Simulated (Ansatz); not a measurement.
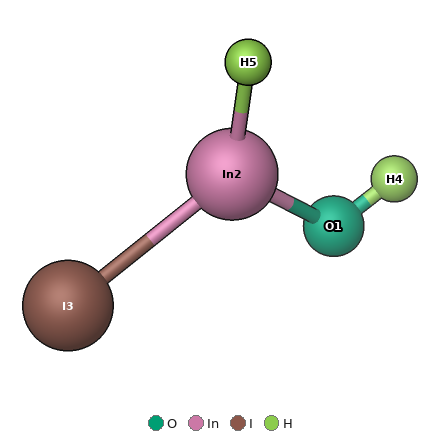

The system is H2IInO, SMILES [OH][InH][I]; the picture shows the reference structure. Coordinates scanned: (1) bond length In2–I3; (2) bond length In2–H5. Nothing is relaxed (all other coordinates rigid). The grid has 13 × 13 points. Points are written as (first, second). Energies: kcal/mol, counted from the relaxed molecule at the same level. Computed with Ansatz, RKS PBE-D4/def2-TZVP.

Its coordinates:

```
atom    x (Å)    y (Å)    z (Å)
   O  -1.3670  -0.5152  -0.3911
  In   0.4320   0.2149   0.1087
   I   1.8920  -1.7074   1.2347
   H  -1.9132   0.1766  -0.8045
   H   0.9563   1.8311  -0.1478
```

Range: bond length In2–I3 from 2.344 to 3.330 Å; bond length In2–H5 from 1.443 to 2.234 Å.

Predict the map.

Answer. The lowest grid point is at (2.673 Å, 1.707 Å), 0.026 kcal/mol from the relaxed molecule at the same level. No other kind of well shows on this grid. The highest grid point, (3.330 Å, 2.234 Å), lies 39.0 kcal/mol above the lowest. Round the minimum the two coordinates are nearly uncoupled.

```csv
"bond length In2–H5 ↓, bond length In2–I3 →",2.344,2.426,2.508,2.590,2.673,2.755,2.837,2.919,3.001,3.083,3.165,3.247,3.330
2.234,34.8,26.5,21.6,19.1,18.4,19.1,20.7,23.1,25.9,29.0,32.3,35.6,39.1
2.168,31.4,23.2,18.2,15.7,15.0,15.7,17.4,19.8,22.6,25.8,29.1,32.5,35.9
2.102,28.2,20.0,15.0,12.5,11.9,12.6,14.3,16.6,19.5,22.7,26.0,29.4,32.9
2.036,25.2,17.0,12.0,9.5,8.9,9.6,11.3,13.7,16.6,19.7,23.1,26.5,30.1
1.970,22.4,14.1,9.2,6.7,6.1,6.8,8.5,11.0,13.9,17.1,20.4,23.9,27.4
1.904,20.0,11.7,6.7,4.2,3.6,4.4,6.1,8.5,11.5,14.7,18.1,21.6,25.1
1.839,18.0,9.7,4.8,2.3,1.7,2.4,4.2,6.6,9.6,12.8,16.3,19.8,23.3
1.773,16.8,8.5,3.5,1.0,0.4,1.2,2.9,5.4,8.4,11.6,15.1,18.6,22.2
1.707,16.5,8.1,3.1,0.6,0.0,0.8,2.6,5.1,8.0,11.3,14.8,18.4,22.0
1.641,17.4,9.0,4.0,1.5,0.9,1.7,3.5,6.0,8.9,12.3,15.8,19.3,23.0
1.575,20.0,11.6,6.5,4.0,3.4,4.2,5.9,8.4,11.4,14.8,18.3,21.9,25.5
1.509,24.7,16.2,11.1,8.6,8.0,8.7,10.5,13.0,16.0,19.3,22.9,26.5,30.1
1.443,32.1,23.6,18.5,15.9,15.2,16.0,17.7,20.3,23.3,26.6,30.1,33.7,37.4
```

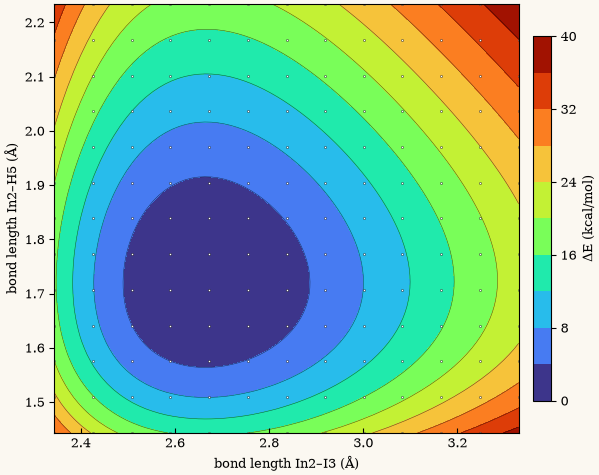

The picture shows filled contours, dots at the grid points. Between grid points the surface is interpolated.

Each point was launched as `ansatz run input.yaml --threads 1 --pin off --max-ram 2560MiB --backend cpu --events-out ev --progress --plain --runs-dir out`. The whole map (169 points run) took 12 min on 1 thread of Arm Neoverse V1, with other jobs on the host.
